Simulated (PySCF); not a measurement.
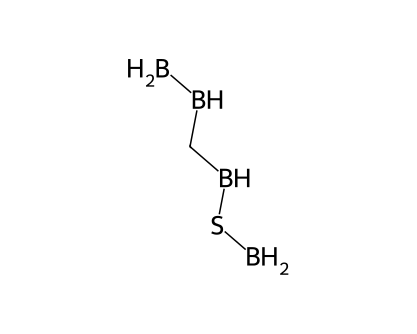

> Give its SMILES.

BBCBSB

> What is the molecular formula?

CH8B4S.

> An optimisation with PBE0-D3(BJ)/def2-SVP gave a structure of which point group?

C1. Other conformers may differ.

More results for the same structure follow; atom numbers are the same in all pictures, views and colours differ. The geometry was computed by an optimisation with PBE0-D3(BJ)/def2-SVP. No frequency run is at hand to confirm it as a minimum.

### Geometry

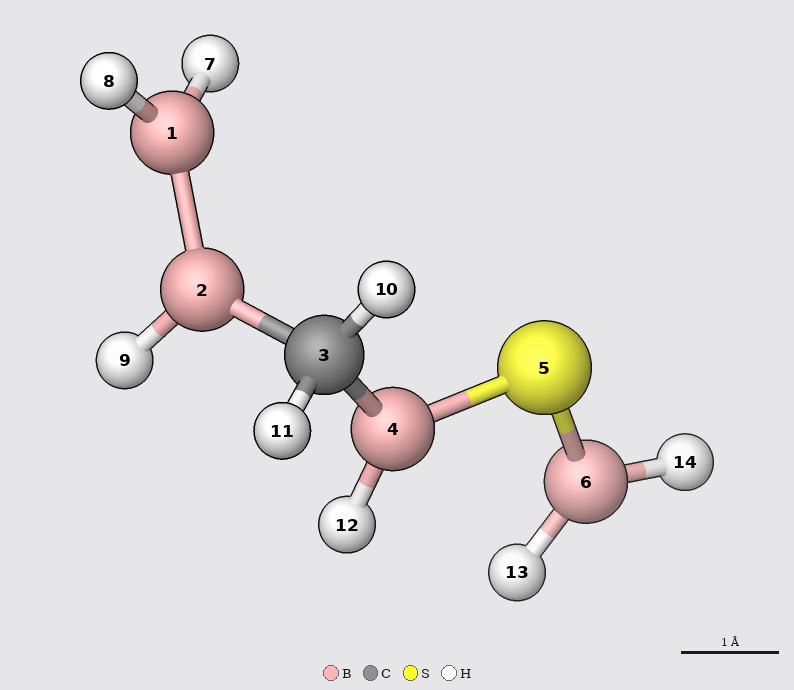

Numbered structure. No frequency run is at hand to confirm it as a minimum.

List the bonds and their lengths.

```tsv
bond	length (Å)	order
B1–B2	1.654	single
B1–H7	1.213	single
B1–H8	1.213	single
B2–C3	1.574	single
B2–H9	1.219	single
C3–B4	1.554	single
C3–H10	1.098	single
C3–H11	1.109	single
B4–S5	1.823	single
B4–H12	1.206	single
S5–B6	1.794	single
B6–H13	1.204	single
B6–H14	1.205	single
```

### Polarisability

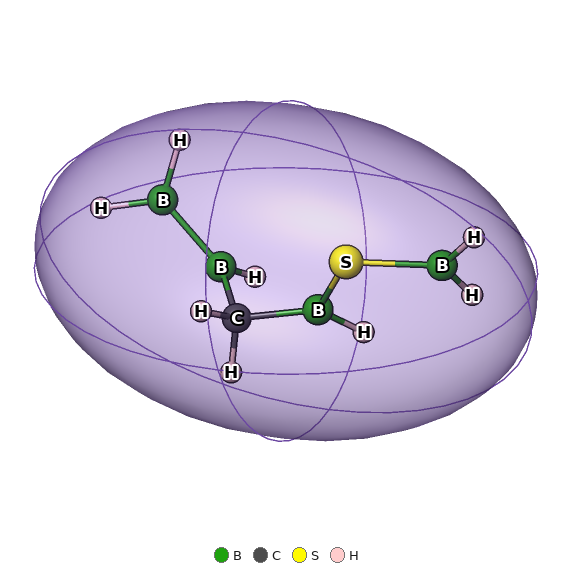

The ellipsoid shows the static dipole polarisability: its half-axes are proportional to the principal values. No frequency run is at hand to confirm it as a minimum. Method: LDA/def2-SVPD (PySCF 2.14.0).

> How large and how anisotropic is the polarisability?

Principal values 79.0, 91.2, 140.8 bohr³; mean 103.7 bohr³ (15.36 Å³); anisotropy 56.7 bohr³, so the longest axis is 1.78 times the shortest.

### NMR shielding

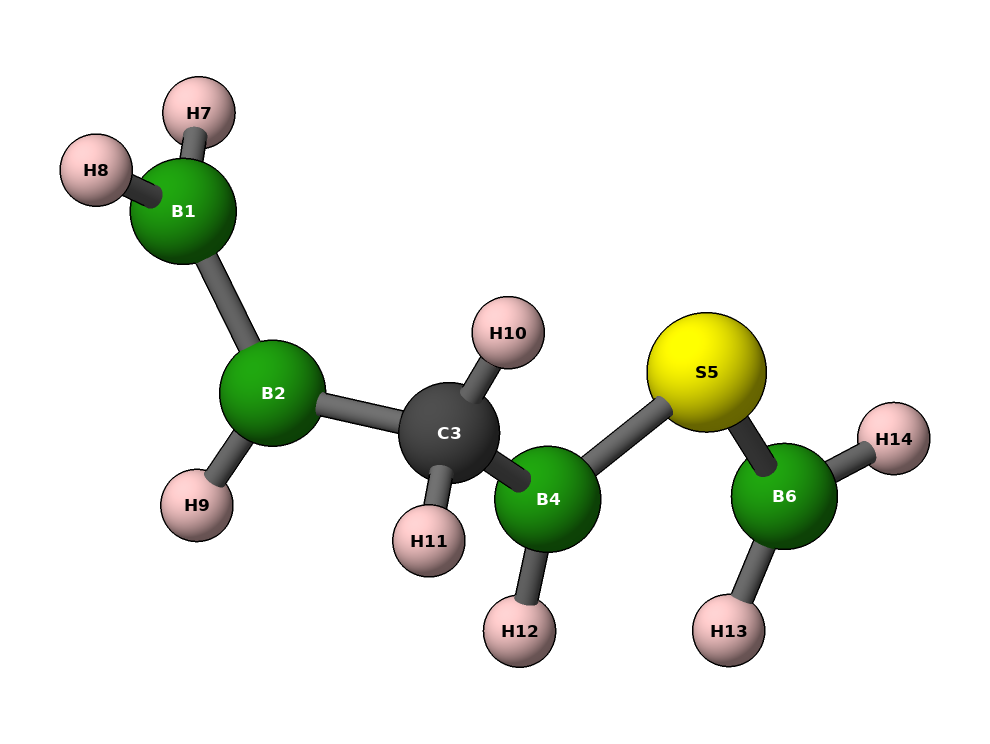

No frequency run is at hand to confirm it as a minimum. Properties computed with GIAO PBE0/6-31G* NMR shielding, non-relativistic, gas phase (PySCF 2.14.0). Principal shieldings σ11 ≤ σ22 ≤ σ33, span Ω = σ33 − σ11, skew κ = 3(σiso − σ22)/Ω.

Give the shielding tensors of the C atoms.

```json
{"atom": "C3", "σ11": "88.3", "σ22": "152.8", "σ33": "203.8", "σiso": "148.3", "Ω": "115.5", "κ": "−0.12"}
```

Shieldings and span in ppm.

### Excitation

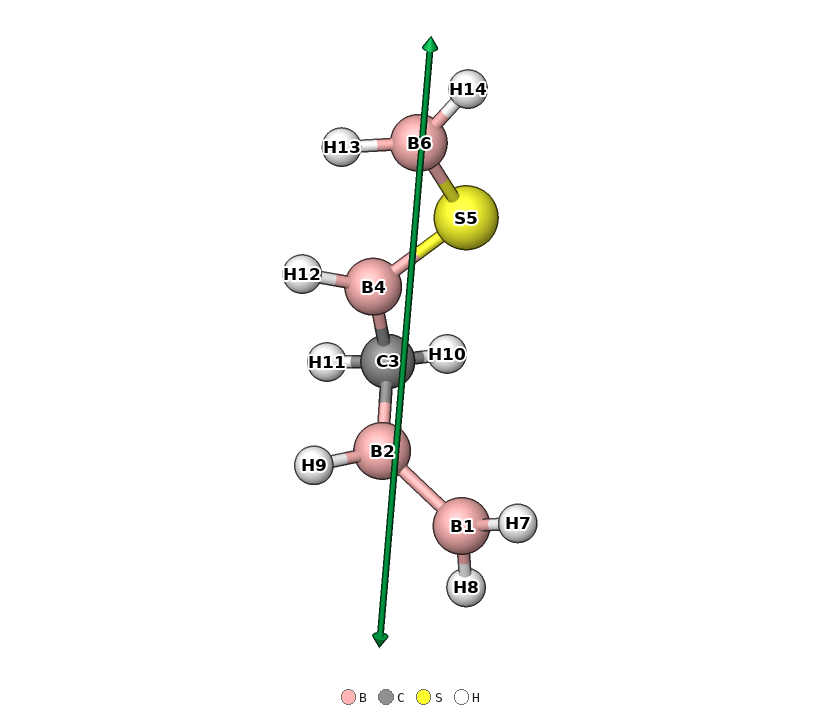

The double arrow shows the direction of the transition dipole to excited singlet state 4 (its length means nothing). No frequency run is at hand to confirm it as a minimum. Level of theory: TDDFT PBE0/6-31G*, vertical, gas phase, core orbitals frozen in the response (PySCF 2.14.0).

> How is the transition polarised?

Close to the long direction B1···B6.

> Where does the transition lie, and how strong is it?

5.56 eV (223 nm), oscillator strength 0.19, mainly HOMO−2 → LUMO (weight 0.71); transition dipole 3.03 D.
